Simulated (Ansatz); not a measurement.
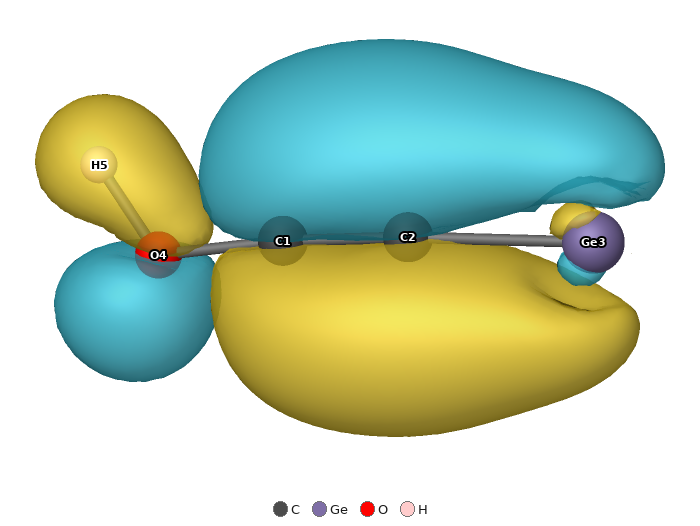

Figure. C2HGeO (SMILES O[C+]=[C]=[Ge]) (charge +1). The HOMO−1 at ±0.08 Å⁻³ᐟ² (yellow and cyan are the two phases), seen at a tilt.

Geometry: PBE0-D3(BJ)/def2-SVP.

All numbers below come from isolated molecule in a Gaussian basis; Kohn-Sham density functional theory, functional PBE0 (Ansatz 0.2.0).

```xyz
5

C     0.5774    2.1957   -1.6121
C     1.6817    2.3628   -1.0680
Ge    3.3496    2.5607   -0.3384
O    -0.4865    1.9799   -2.2288
H    -1.3026    2.3340   -1.8241
```

> Where does this orbital lie, and at what energy?

By Hirshfeld shares it lies mainly on C2 (about 45 %), C1 (about 30 %), Ge3 (about 15 %) and O4 (about 10 %); it is symmetric in the molecular plane (an in-plane orbital: σ, lone-pair or in-plane π type). Its energy is −13.92 eV.
